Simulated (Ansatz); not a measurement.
**Ge₂H₆O₂: density, localisation and related maps**

```xyz
10

Ge   -0.1357   -0.0263    0.0453
H    -0.2999   -0.3051    1.5793
O     1.6146    0.1219   -0.3722
H     2.0948   -0.7027   -0.1661
Ge   -1.1385    2.0073   -0.8246
H    -2.6507    2.0281   -0.4796
H    -0.4640    3.2482   -0.1854
H    -0.9651    2.0607   -2.3623
O    -0.8526   -1.4304   -0.8429
H    -0.9234   -2.2070   -0.2575
```

Theory: RKS PBE/def2-SVP (Ansatz 0.2.0).

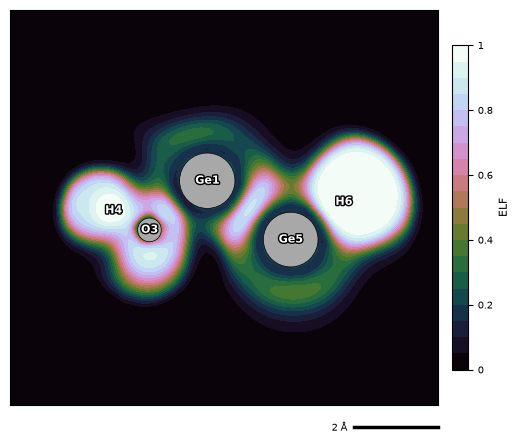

Figure 1. ELF on the plane of atoms O3, Ge1 and Ge5. Grey discs cover the atomic cores.

Read the bonding off the picture.

Answer.
- The section cuts through Ge, O and H sites.
- Ge–O (1.81 Å): the ELF peaks at about 0.85 in the valence shell of O, 0.6 Å from its nucleus, and is about 0.35 at the midpoint.
- Ge–Ge (2.43 Å): the ELF peaks at about 0.85 between the atoms (a covalent bond).
- O–H (0.98 Å): the ELF climbs to about 1 towards the hydrogen, as it does in any bond to H: an ordinary covalent bond to hydrogen.
- Ge–H (1.55 Å): the ELF climbs to about 1 towards the hydrogen.
- The ELF also peaks beside O3, away from the bonds: lone-pair regions.

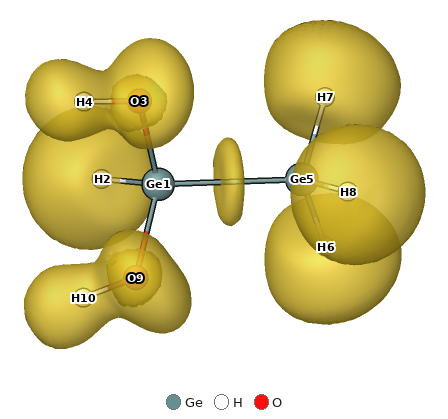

Figure 2. Isosurface of the electron localisation function at 0.75 (yellow), seen at an oblique angle. Only the valence region is drawn (cores and ρ < 0.01 e/Å³ removed).

What do the ELF domains correspond to?

Answer. The surface consists of one region between bonded Ge–Ge atoms (shared pairs), four regions around hydrogen nuclei and two joined regions spread over several atoms (H, O), in which their bonds and any lone pairs are merged.

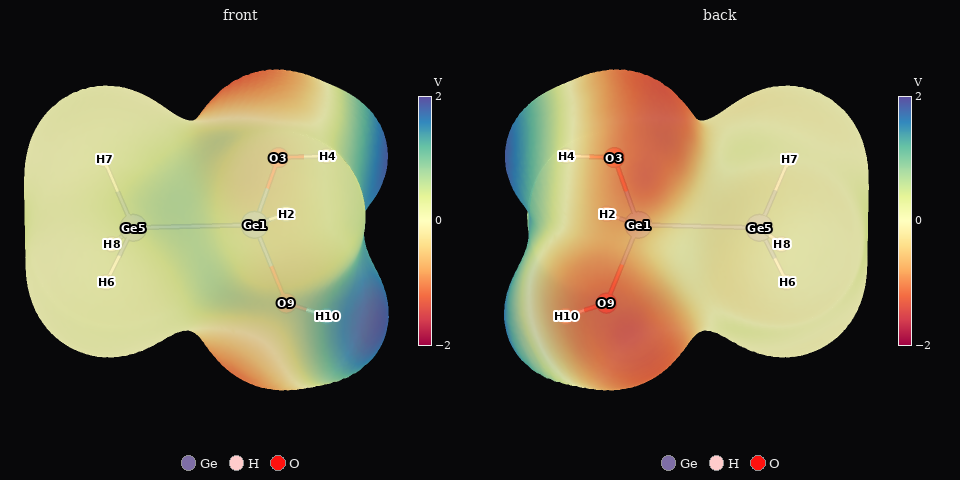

Figure 3. The molecular electrostatic potential painted on the density surface at 0.001 e/bohr³, seen from the front and from behind; the colour scale runs from red (negative) to blue (positive).

Where is the surface potential most negative and most positive?

Answer. The most negative region (about −1.4 V, or −32 kcal/mol for a unit charge) lies over O3 and O9, the most positive (about +1.9 V, or +44 kcal/mol for a unit charge) over H4 and H10.
